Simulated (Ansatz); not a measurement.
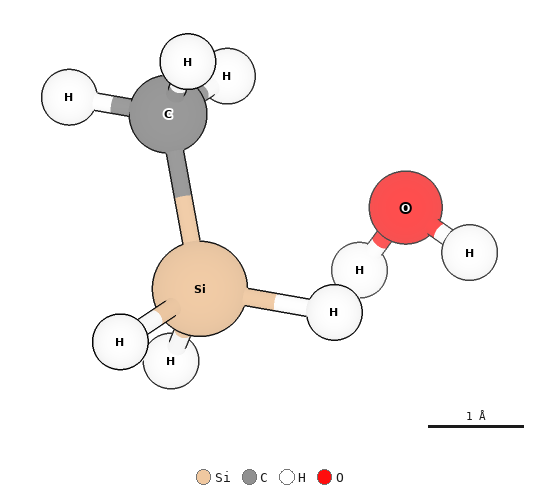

**Figure 1.** The input geometry (ball-and-stick view, seen at a tilt).

## Run report: CH8OSi, nudged elastic band

System: CH8OSi.
Method: RHF/6-31G* (Ansatz 0.2.0).

It belongs to a series of runs on one base structure; here: band between the two ends.

### What the program printed
```
Engine: ansatz 0.2.0, x86_64-unknown-linux-gnu
Functional definition: HF
  exchange = exact_x
  correlation = 0
746 factors; integrals over basis functions are off by at most 6.1e-4 eV
mean field evaluation 1: about -11052.9225 eV, gradient 3.5e1 eV
mean field evaluation 2: about -11052.9655 eV, gradient 3.5e1 eV
mean field evaluation 4: about -11055.6013 eV, gradient 2.7e0 eV
mean field evaluation 8: about -11055.6289 eV, gradient 1.5e-1 eV
mean field -11055.62896425 eV, -406.2868706618 hartree, gradient 2.7e-5 eV, S^2 0.000000; 0 other end points of the search recorded, 0 dependent functions left out
the calculation of the forces begins
reference -11055.62896425 eV, -406.2868706618 hartree; 18, 18 occupied and 47, 47 virtual orbitals, 746 factors
739 factors; integrals over basis functions are off by at most 8.1e-4 eV
mean field evaluation 16: about -11056.6750 eV, gradient 3.0e0 eV
mean field -11056.70386098 eV, -406.3263723881 hartree, gradient 1.7e-5 eV, S^2 0.000000; 0 other end points of the search recorded, 0 dependent functions left out
[... from here on the field's lines of each further geometry are left out, up to the last ...]
NEB iter   1: max|band force component| = 7.340e1 eV/Å  barrier→ = 16.9379 eV  barrier← = 18.0128 eV  Δτ_max = 0.1981 Å  (219 SCF iters)
NEB iter   2: max|band force component| = 1.921e1 eV/Å  barrier→ = 3.9525 eV  barrier← = 5.0274 eV  Δτ_max = 0.1996 Å  (153 SCF iters)
NEB iter   3: max|band force component| = 7.656e0 eV/Å  barrier→ = 3.1025 eV  barrier← = 4.1774 eV  Δτ_max = 0.2000 Å  (143 SCF iters)
NEB iter   4: max|band force component| = 3.339e0 eV/Å  barrier→ = 2.5404 eV  barrier← = 3.6153 eV  Δτ_max = 0.1993 Å  (145 SCF iters)
NEB iter   5: max|band force component| = 1.891e0 eV/Å  barrier→ = 2.1321 eV  barrier← = 3.2070 eV  Δτ_max = 0.2000 Å  (141 SCF iters)
NEB iter   6: max|band force component| = 8.721e-1 eV/Å  barrier→ = 1.8567 eV  barrier← = 2.9316 eV  Δτ_max = 0.2000 Å  (142 SCF iters)
NEB iter   7: max|band force component| = 1.124e0 eV/Å  barrier→ = 1.5324 eV  barrier← = 2.6073 eV  Δτ_max = 0.1006 Å  (143 SCF iters)
NEB iter   8: max|band force component| = 2.124e0 eV/Å  barrier→ = 1.3637 eV  barrier← = 2.4386 eV  Δτ_max = 0.0502 Å  (148 SCF iters)
NEB iter   9: max|band force component| = 1.087e0 eV/Å  barrier→ = 1.2439 eV  barrier← = 2.3188 eV  Δτ_max = 0.1027 Å  (148 SCF iters)
NEB iter  10: max|band force component| = 5.817e-1 eV/Å  barrier→ = 0.9848 eV  barrier← = 2.0597 eV  Δτ_max = 0.2000 Å  (147 SCF iters)
NEB iter  11: max|band force component| = 5.878e-1 eV/Å  barrier→ = 0.7477 eV  barrier← = 1.8226 eV  Δτ_max = 0.1003 Å  (144 SCF iters)
NEB iter  12: max|band force component| = 5.120e-1 eV/Å  barrier→ = 0.6767 eV  barrier← = 1.7516 eV  CI = image 3  Δτ_max = 0.1024 Å  (146 SCF iters)
NEB iter  13: max|band force component| = 1.038e0 eV/Å  barrier→ = 0.6992 eV  barrier← = 1.7741 eV  CI = image 3  Δτ_max = 0.0503 Å  (146 SCF iters)
NEB iter  14: max|band force component| = 1.029e0 eV/Å  barrier→ = 0.7304 eV  barrier← = 1.8053 eV  CI = image 3  Δτ_max = 0.1001 Å  (148 SCF iters)
NEB iter  15: max|band force component| = 1.459e0 eV/Å  barrier→ = 0.8050 eV  barrier← = 1.8799 eV  CI = image 3  Δτ_max = 0.2000 Å  (146 SCF iters)
NEB iter  16: max|band force component| = 1.794e0 eV/Å  barrier→ = 0.8882 eV  barrier← = 1.9631 eV  CI = image 3  Δτ_max = 0.1975 Å  (145 SCF iters)
NEB iter  17: max|band force component| = 2.304e0 eV/Å  barrier→ = 1.1254 eV  barrier← = 2.2003 eV  CI = image 3  Δτ_max = 0.2000 Å  (146 SCF iters)
NEB iter  18: max|band force component| = 2.611e0 eV/Å  barrier→ = 1.6160 eV  barrier← = 2.6909 eV  CI = image 3  Δτ_max = 0.1890 Å  (145 SCF iters)
NEB iter  19: max|band force component| = 2.683e0 eV/Å  barrier→ = 2.4430 eV  barrier← = 3.5179 eV  CI = image 3  Δτ_max = 0.1992 Å  (145 SCF iters)
NEB iter  20: max|band force component| = 2.098e0 eV/Å  barrier→ = 2.9245 eV  barrier← = 3.9994 eV  CI = image 3  Δτ_max = 0.1994 Å  (146 SCF iters)
NEB iter  21: max|band force component| = 1.068e0 eV/Å  barrier→ = 3.1921 eV  barrier← = 4.2670 eV  CI = image 3  Δτ_max = 0.1548 Å  (138 SCF iters)
NEB iter  22: max|band force component| = 4.175e-1 eV/Å  barrier→ = 3.1875 eV  barrier← = 4.2624 eV  CI = image 3  Δτ_max = 0.0988 Å  (145 SCF iters)
NEB iter  23: max|band force component| = 6.050e-1 eV/Å  barrier→ = 3.1590 eV  barrier← = 4.2339 eV  CI = image 3  Δτ_max = 0.0495 Å  (148 SCF iters)
NEB iter  24: max|band force component| = 3.733e-1 eV/Å  barrier→ = 3.1377 eV  barrier← = 4.2126 eV  CI = image 3  Δτ_max = 0.0962 Å  (149 SCF iters)
NEB iter  25: max|band force component| = 2.051e-1 eV/Å  barrier→ = 3.1024 eV  barrier← = 4.1773 eV  CI = image 3  Δτ_max = 0.0952 Å  (145 SCF iters)
NEB iter  26: max|band force component| = 1.038e-1 eV/Å  barrier→ = 3.0943 eV  barrier← = 4.1692 eV  CI = image 3  Δτ_max = 0.0920 Å  (146 SCF iters)
NEB iter  27: max|band force component| = 9.826e-2 eV/Å  barrier→ = 3.0926 eV  barrier← = 4.1675 eV  CI = image 3  Δτ_max = 0.0460 Å  (148 SCF iters)
NEB iter  28: max|band force component| = 7.753e-2 eV/Å  barrier→ = 3.0912 eV  barrier← = 4.1661 eV  CI = image 3  Δτ_max = 0.0460 Å  (150 SCF iters)
NEB iter  29: max|band force component| = 6.517e-2 eV/Å  barrier→ = 3.0907 eV  barrier← = 4.1656 eV  CI = image 3  Δτ_max = 0.0460 Å  (143 SCF iters)
NEB iter  30: max|band force component| = 4.781e-2 eV/Å  barrier→ = 3.0904 eV  barrier← = 4.1653 eV  CI = image 3  Δτ_max = 0.0053 Å  (266 SCF iters)
the calculation of the forces begins
reference -11052.53856622 eV, -406.1733006288 hartree; 18, 18 occupied and 47, 47 virtual orbitals, 746 factors
746 factors; integrals over basis functions are off by at most 6.4e-4 eV
mean field -11052.53856622 eV, -406.1733006288 hartree, gradient 9.6e-6 eV, S^2 0.000000; 1 other end points of the search recorded, 0 dependent functions left out
the calculation of the forces begins
reference -11052.53856622 eV, -406.1733006288 hartree; 18, 18 occupied and 47, 47 virtual orbitals, 746 factors
NEB iter  31: max|band force component| = 4.827e-2 eV/Å  barrier→ = 3.0904 eV  barrier← = 4.1653 eV  CI = image 3  Δτ_max = 0.0000 Å  (59 SCF iters)
```

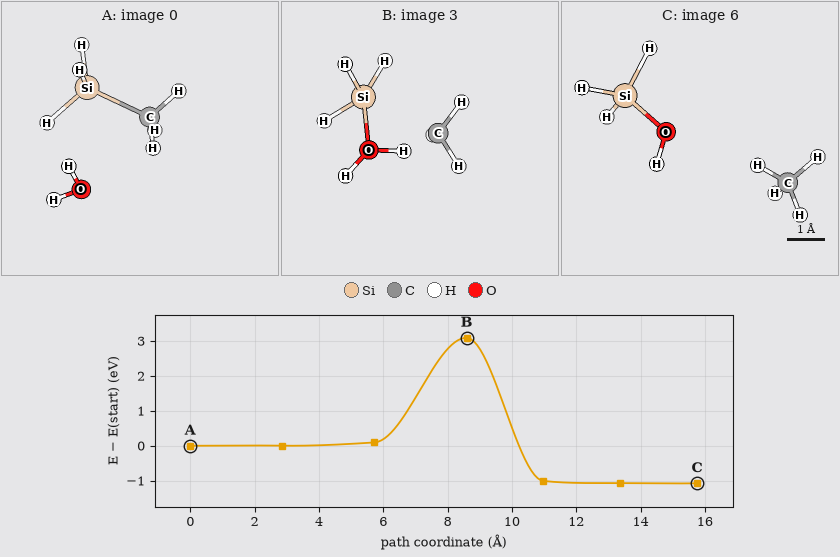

**Figure 2.** Images of the last band (counted from 0; ball-and-stick, seen at a tilt) above the energy along the path; the line is a cubic interpolation that uses the forces. The highest image is number 3, 3.090 eV above the start and 4.165 eV above the end (the climbing image); the end lies 1.075 eV below the start. The path is 15.76 Å long. The band converged in 31 iterations.

```
Total energy: -11052.53856622 eV, -406.1733006288 hartree
Atom 0 at    -0.299407     0.246772    -0.041033 Å, force     0.001695    -0.011288    -0.007236 eV/Å
Atom 1 at    -0.057935     0.060564     2.228634 Å, force    -0.007121     0.006076     0.007532 eV/Å
Atom 2 at     0.316333     1.057568     2.432144 Å, force    -0.000894    -0.004204    -0.002033 eV/Å
Atom 3 at    -0.645998    -0.229533     3.103841 Å, force     0.006634    -0.005232     0.003643 eV/Å
Atom 4 at     0.778066    -0.627705     2.177965 Å, force    -0.001135    -0.004505     0.002641 eV/Å
Atom 5 at     1.110741     0.675813     0.115779 Å, force    -0.003526     0.004389    -0.000249 eV/Å
Atom 6 at    -0.811791     1.315886    -0.918638 Å, force    -0.001073     0.000123    -0.005500 eV/Å
Atom 7 at    -0.190916    -1.077373    -0.684116 Å, force     0.001084     0.004423    -0.000949 eV/Å
Atom 8 at    -2.034578    -0.065265     0.646248 Å, force    -0.007822    -0.002741    -0.006258 eV/Å
Atom 9 at    -2.451946    -0.878634     0.379522 Å, force    -0.003672    -0.000407    -0.009200 eV/Å
Atom 10 at    -1.277067    -0.126096     1.551953 Å, force     0.015831     0.013366     0.017610 eV/Å
Dipole moment:    -0.194990    -0.335341     0.069201 e Å
this run last wrote the band of iteration 31 to [file]; this run last wrote the band within `neb.f_tol` of iteration 30 to [file]
```

### The last band as extended XYZ (Å, eV, eV/Å)
```
11
Properties=species:S:1:pos:R:3:forces:R:3 image=0 energy=-11055.62896
Si    0.3751   -0.2556    0.1952   -0.0003  -0.0011   0.0008
C     0.5327   -0.0403    2.0600    0.0011  -0.0001  -0.0001
H     0.8428   -0.9662    2.5360    0.0008   0.0005  -0.0004
H     1.2685    0.7204    2.3048   -0.0006   0.0008   0.0002
H    -0.4195    0.2584    2.4849   -0.0001  -0.0004   0.0000
H     1.6704   -0.6513   -0.4014    0.0001   0.0007   0.0005
H    -0.0545    1.0012   -0.4566   -0.0014  -0.0010  -0.0001
H    -0.6113   -1.3064   -0.1419   -0.0007  -0.0001   0.0001
O    -2.9850    0.6025    1.1727   -0.0037  -0.0052  -0.0234
H    -2.9637    1.2199    0.4534    0.0000  -0.0137   0.0169
H    -3.2200   -0.2305    0.7853    0.0047   0.0198   0.0055
11
Properties=species:S:1:pos:R:3:forces:R:3 image=1 energy=-11055.62643
Si    0.3779   -0.1467    0.1704    0.0008  -0.0002   0.0025
C     0.5815    0.1067    2.0266   -0.0032   0.0012  -0.0120
H    -0.3840    0.0683    2.5196   -0.0001   0.0074   0.0005
H     1.2160   -0.6618    2.4587   -0.0077  -0.0028   0.0016
H     1.0348    1.0702    2.2416    0.0043  -0.0041   0.0041
H     1.6957   -0.1853   -0.5023   -0.0010   0.0028   0.0010
H    -0.4006    0.9550   -0.4389    0.0019   0.0017   0.0000
H    -0.3173   -1.4178   -0.1257   -0.0008  -0.0005  -0.0017
O    -3.0603    0.1377    1.2548    0.0011   0.0032  -0.0059
H    -3.0414    0.9547    0.7743   -0.0001  -0.0145   0.0009
H    -3.2668   -0.5289    0.6132    0.0047   0.0057   0.0089
11
Properties=species:S:1:pos:R:3:forces:R:3 image=2 energy=-11055.53437
Si    0.3574    0.0930    0.0789    0.0173  -0.0068   0.0115
C     0.3564    0.1362    1.9765    0.0115   0.0030  -0.0011
H    -0.2194    0.9776    2.3457   -0.0180  -0.0003  -0.0030
H    -0.0690   -0.7699    2.3988    0.0128  -0.0169  -0.0232
H     1.3659    0.2260    2.3636    0.0191   0.0301   0.0029
H     1.7373   -0.1239   -0.4098    0.0170  -0.0133  -0.0155
H    -0.1345    1.3539   -0.5056    0.0151  -0.0010   0.0109
H    -0.4621   -1.0258   -0.4372   -0.0011   0.0044   0.0057
O    -2.8412    0.2072    1.0118   -0.0219  -0.0056   0.0106
H    -3.0055   -0.4590    0.3576   -0.0108   0.0118   0.0056
H    -2.6498   -0.2633    1.8119   -0.0412  -0.0054  -0.0044
11
Properties=species:S:1:pos:R:3:forces:R:3 image=3 energy=-11052.53857
Si   -0.2994    0.2468   -0.0410    0.0017  -0.0113  -0.0072
C    -0.0579    0.0606    2.2286   -0.0071   0.0061   0.0075
H     0.3163    1.0576    2.4321   -0.0009  -0.0042  -0.0020
H    -0.6460   -0.2295    3.1038    0.0066  -0.0052   0.0036
H     0.7781   -0.6277    2.1780   -0.0011  -0.0045   0.0026
H     1.1107    0.6758    0.1158   -0.0035   0.0044  -0.0002
H    -0.8118    1.3159   -0.9186   -0.0011   0.0001  -0.0055
H    -0.1909   -1.0774   -0.6841    0.0011   0.0044  -0.0009
O    -2.0346   -0.0653    0.6462   -0.0078  -0.0027  -0.0063
H    -2.4519   -0.8786    0.3795   -0.0037  -0.0004  -0.0092
H    -1.2771   -0.1261    1.5520    0.0158   0.0134   0.0176
11
Properties=species:S:1:pos:R:3:forces:R:3 image=4 energy=-11056.63539
Si   -0.5302    0.3760   -0.8092   -0.0370   0.0158  -0.0486
C    -0.1200   -0.1656    2.9411   -0.0079   0.0077   0.0586
H     0.3688    0.7951    3.0507    0.0052  -0.0114   0.0302
H    -0.4064   -0.5434    3.9144    0.0214  -0.0124   0.0511
H     0.5651   -0.8607    2.4688   -0.0145  -0.0146   0.0129
H     0.5164    0.8058    0.1349   -0.0355   0.0055  -0.0017
H    -0.7116    1.4265   -1.8182    0.0057   0.0026  -0.0611
H    -0.0766   -0.8821   -1.4374    0.0049   0.0061  -0.0461
O    -1.9945    0.1439   -0.0828    0.0498  -0.0232  -0.0420
H    -2.1724   -0.7024    0.3012   -0.0136   0.0194   0.0078
H    -1.0031   -0.0412    2.3287    0.0215   0.0046   0.0390
11
Properties=species:S:1:pos:R:3:forces:R:3 image=5 energy=-11056.69768
Si   -0.5784    0.2129   -1.1189   -0.0038  -0.0052  -0.0050
C     0.0185   -0.1582    3.3518   -0.0004   0.0029  -0.0020
H     0.0320    0.6194    4.1067    0.0027  -0.0014   0.0026
H    -0.2270   -1.1067    3.8158   -0.0037  -0.0005   0.0016
H     0.9970   -0.2271    2.8900    0.0021   0.0013   0.0054
H     0.5515    0.9794   -0.5782   -0.0004   0.0015  -0.0030
H    -0.8876    0.6780   -2.4865   -0.0019  -0.0003  -0.0019
H    -0.2196   -1.2177   -1.2016    0.0003  -0.0002  -0.0018
O    -1.8514    0.4557   -0.1007    0.0017   0.0142   0.0125
H    -2.6784    0.0342   -0.2837    0.0033  -0.0078  -0.0096
H    -0.7210    0.0821    2.5978    0.0002  -0.0044   0.0013
11
Properties=species:S:1:pos:R:3:forces:R:3 image=6 energy=-11056.70386
Si   -0.6289    0.0765   -1.4697   -0.0121   0.0184   0.0094
C    -0.0355   -0.0917    3.6157   -0.0078   0.0071  -0.0003
H    -0.8550    0.0790    4.3054    0.0129  -0.0025  -0.0113
H     0.2095   -1.1478    3.6029   -0.0026   0.0027   0.0001
H     0.8306    0.4734    3.9410   -0.0088  -0.0027  -0.0035
H     0.6942    0.7082   -1.5621   -0.0087  -0.0044   0.0012
H    -1.4277    0.4125   -2.6672    0.0089  -0.0048   0.0150
H    -0.4806   -1.3925   -1.4255   -0.0002   0.0021  -0.0015
O    -1.3384    0.6513   -0.0959   -0.0017  -0.0178  -0.0247
H    -2.2096    0.3555    0.1266    0.0142   0.0063   0.0002
H    -0.3232    0.2276    2.6210    0.0058  -0.0043   0.0153
```

This output came from the following input.

### Input file
```yaml
crystal:
  periodic: [false, false, false]
  atoms:
    - { symbol: Si, position_ang: [0.375071, -0.255638, 0.195155] }
    - { symbol: C, position_ang: [0.532711, -0.040309, 2.05997] }
    - { symbol: H, position_ang: [0.842754, -0.966209, 2.536036] }
    - { symbol: H, position_ang: [1.268468, 0.720404, 2.304788] }
    - { symbol: H, position_ang: [-0.41948, 0.258419, 2.484898] }
    - { symbol: H, position_ang: [1.670382, -0.651336, -0.401437] }
    - { symbol: H, position_ang: [-0.054452, 1.001185, -0.456592] }
    - { symbol: H, position_ang: [-0.611263, -1.306364, -0.141935] }
    - { symbol: O, position_ang: [-2.98499, 0.602468, 1.172735] }
    - { symbol: H, position_ang: [-2.963741, 1.219869, 0.453353] }
    - { symbol: H, position_ang: [-3.219958, -0.230493, 0.785329] }
basis:
  gaussian: { orbitals: "6-31G*" }
hamiltonian:
  xc: hf
neb:
  order_check: false
  images: 5
  f_tol: 0.05
  max_iterations: 60
  final_atoms:
    - { symbol: Si, position_ang: [-0.62886828, 0.07652275, -1.46972039] }
    - { symbol: C, position_ang: [-0.03545322, -0.09171536, 3.61571256] }
    - { symbol: H, position_ang: [-0.85498103, 0.07899425, 4.30540571] }
    - { symbol: H, position_ang: [0.20949686, -1.14783596, 3.6029325] }
    - { symbol: H, position_ang: [0.83064722, 0.47340149, 3.94100362] }
    - { symbol: H, position_ang: [0.69422877, 0.70819693, -1.56211175] }
    - { symbol: H, position_ang: [-1.42767498, 0.41252318, -2.66717214] }
    - { symbol: H, position_ang: [-0.48061079, -1.39251623, -1.42545541] }
    - { symbol: O, position_ang: [-1.33844104, 0.65130925, -0.09588383] }
    - { symbol: H, position_ang: [-2.20961109, 0.35554275, 0.12660022] }
    - { symbol: H, position_ang: [-0.32323042, 0.22757295, 2.62098891] }
  initial_path:
    images:
      - { positions_ang: [[0.375071, -0.255638, 0.195155], [0.532711, -0.040309, 2.05997], [0.842754, -0.966209, 2.536036], [1.268468, 0.720404, 2.304788], [-0.41948, 0.258419, 2.484898], [1.670382, -0.651336, -0.401437], [-0.054452, 1.001185, -0.456592], [-0.611263, -1.306364, -0.141935], [-2.98499, 0.602468, 1.172735], [-2.963741, 1.219869, 0.453353], [-3.219958, -0.230493, 0.785329]] }
      - { positions_ang: [[0.22818681, -0.18807812, 0.12091422], [0.3794497, -0.02474904, 2.1024177], [0.25654177, -0.72427804, 2.56639594], [1.1207919, 0.23575976, 2.38033539], [-0.15346259, 0.51320008, 2.49404203], [1.53907412, -0.48007403, -0.46647479], [-0.27681211, 1.05384749, -0.47317462], [-0.68793507, -1.27742639, -0.23966779], [-2.60707493, 0.53512157, 1.01438945], [-2.82834619, 0.7679672, 0.37369636], [-2.53491142, -0.05929448, 1.1194261]] }
      - { positions_ang: [[0.08130262, -0.12051824, 0.04667345], [0.22618841, -0.00918907, 2.14486541], [-0.32967045, -0.48234708, 2.59675589], [0.9731158, -0.24888449, 2.45588279], [0.11255482, 0.76798116, 2.50318607], [1.40776625, -0.30881206, -0.53151258], [-0.49917223, 1.10650998, -0.48975725], [-0.76460713, -1.24848878, -0.33740059], [-2.22915986, 0.46777514, 0.85604389], [-2.69295137, 0.3160654, 0.29403973], [-1.84986485, 0.11190405, 1.4535232]] }
      - { positions_ang: [[-0.06558157, -0.05295836, -0.02756733], [0.07292711, 0.00637089, 2.18731311], [-0.91588268, -0.24041612, 2.62711583], [0.82543971, -0.73352873, 2.53143018], [0.37857222, 1.02276223, 2.5123301], [1.27645837, -0.13755009, -0.59655038], [-0.72153234, 1.15917247, -0.50633987], [-0.8412792, -1.21955118, -0.43513338], [-1.85124478, 0.40042871, 0.69769834], [-2.55755656, -0.1358364, 0.21438309], [-1.16481827, 0.28310257, 1.7876203]] }
      - { positions_ang: [[-0.25334381, -0.00979799, -0.50828502], [0.03680033, -0.02632453, 2.66344626], [-0.89558213, -0.133946, 3.18654579], [0.62012543, -0.87163114, 2.88859762], [0.52926389, 0.83964198, 2.98855461], [1.08238184, 0.14436559, -0.91840417], [-0.95691322, 0.91028937, -1.22661729], [-0.7210564, -1.27720619, -0.76524072], [-1.6803102, 0.48405556, 0.43317095], [-2.44157473, 0.02795665, 0.18512214], [-0.88428899, 0.2645927, 2.06540984]] }
      - { positions_ang: [[-0.44110604, 0.03336238, -0.9890027], [0.00067355, -0.05901995, 3.13957941], [-0.87528158, -0.02747587, 3.74597575], [0.41481114, -1.00973355, 3.24576506], [0.67995555, 0.65652174, 3.46477911], [0.8883053, 0.42628126, -1.24025796], [-1.1922941, 0.66140628, -1.94689472], [-0.60083359, -1.33486121, -1.09534806], [-1.50937562, 0.56768241, 0.16864356], [-2.32559291, 0.1917497, 0.15586118], [-0.60375971, 0.24608282, 2.34319937]] }
      - { positions_ang: [[-0.62886828, 0.07652275, -1.46972039], [-0.03545322, -0.09171536, 3.61571256], [-0.85498103, 0.07899425, 4.30540571], [0.20949686, -1.14783596, 3.6029325], [0.83064722, 0.47340149, 3.94100362], [0.69422877, 0.70819693, -1.56211175], [-1.42767498, 0.41252318, -2.66717214], [-0.48061079, -1.39251623, -1.42545541], [-1.33844104, 0.65130925, -0.09588383], [-2.20961109, 0.35554275, 0.12660022], [-0.32323042, 0.22757295, 2.62098891]] }
```

Command:
```bash
ansatz run input.yaml --threads 1 --pin off --max-ram 2048MiB --backend cpu --events-out ev --progress --plain --runs-dir out
```

### Summary

- outcome: converged
- barrier, forward: 3.090 eV
- barrier, backward: 4.165 eV
- hardware: 1 thread of Intel Xeon (Granite Rapids), 32 GiB of memory available, shared host
- wall time: 96 s
- peak memory: 0.13 GiB

The order of the saddle point was not checked.
